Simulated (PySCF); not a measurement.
System: H2O5Si2 (hydroxylated disilicon oxide cation) (charge +1, doublet).

```yaml
atoms:
  - { symbol: O, position_ang: [-2.3833, 1.9677, -1.1200] }
  - { symbol: Si, position_ang: [-1.4827, 0.7215, -0.5582] }
  - { symbol: O, position_ang: [-2.0810, -0.6824, -0.1831] }
  - { symbol: O, position_ang: [0.0966, 1.0027, -0.4007] }
  - { symbol: Si, position_ang: [1.0727, -0.2549, 0.1660] }
  - { symbol: O, position_ang: [2.5605, 0.2818, 0.2332] }
  - { symbol: O, position_ang: [0.2610, -1.5236, 0.4468] }
  - { symbol: H, position_ang: [-1.3132, -1.2961, 0.1347] }
  - { symbol: H, position_ang: [3.3260, -0.2329, 0.5289] }
```

Geometry: PBE0-D3(BJ)/def2-SVP.

Computed with PySCF, UKS B3LYP, IGLO-III on O Si, pcH-1 on H, non-relativistic, mean-field spin-orbit, GIAO.

**What can the converged electron density, electron localisation function and spin density tell about the bonding?**

Si–O (1.53 Å): ρ is about 1.4 e/Å³ halfway; the ELF peaks at about 0.80 between the atoms, as expected for a short, strongly polar bond.
O–H (0.97 Å): the density is about 3.8 e/Å³ at the midpoint; the ELF climbs to about 1 towards the hydrogen, as it does in any bond to H (a covalent bond by its length).
Si–O (1.58 Å): ρ is about 1.3 e/Å³ halfway; the ELF peaks at about 0.85 between the atoms, as expected for a short, strongly polar bond.
Si–O (1.64 Å): ρ is about 1.3 e/Å³ halfway; the ELF peaks at about 0.90 between the atoms: a polar covalent bond.
The unpaired spin (1 electron) lies mostly on O1 (about 0.9), in electrons by Hirshfeld's partition.

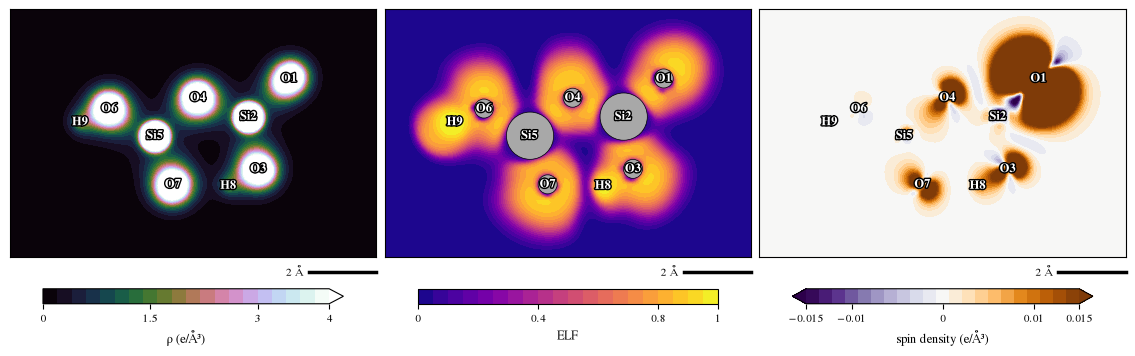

Computed electron density, electron localisation function and spin density on the molecular plane, in this order. Grey discs cover the atomic cores in the ELF map. 
